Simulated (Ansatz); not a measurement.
Electronic density of states of amorphous In9Ga9Zn9O41Ta2, density 6.24 g/cm³, on a 2×2×2 Γ-centred mesh with a Gaussian width of 0.1 eV; energies count from the Fermi level, whose place inside the gap is arbitrary. Cell and mesh are small, so fine structure isn't converged. These are PBE, scalar-relativistic without spin-orbit coupling (plane waves to 420 eV, PAW; Ansatz, a quantum-chemistry and plane-wave program) values and carry that method's errors. Sampling: a 2×2×2 Γ-centred mesh; Fermi-Dirac width 0.02 eV; no spin polarisation. At PBE the levels at the filled edge of the gap are localised (band-tail or defect states).

A CHGNet melt-quench gave the starting glass, which DFT then relaxed. O atoms were pushed apart under 1.9 Å during the dynamics, to hinder bonds among them. The hot cell started wider than the set density and was brought back towards it in steps. It is the lowest in DFT energy of 2 quenches. It is a model cell: composition and starting density were chosen by hand, and all elements were melted together. No dispersion term was used. Its density started from a set value of 6.12 and ended at 6.24 g/cm³. The quench (nominally 210 K/ps over its main leg) was far faster than any real one, so the model tends to hold more defects than a real film. One small periodic cell is one sample of the glass; other quenches scatter about these values. Volume and shape were free in the relaxation. On a 2×2×2 Γ-centred mesh force components of up to 0.22 eV/Å stay, since the relaxation ran on the zone centre alone.

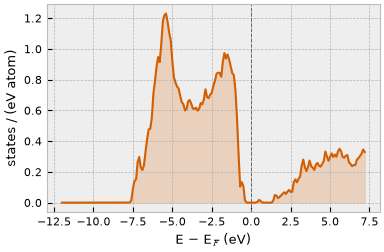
Density of states per atom

The level gap on this mesh is 1.06 eV; the broadening fills part of it in the curve.
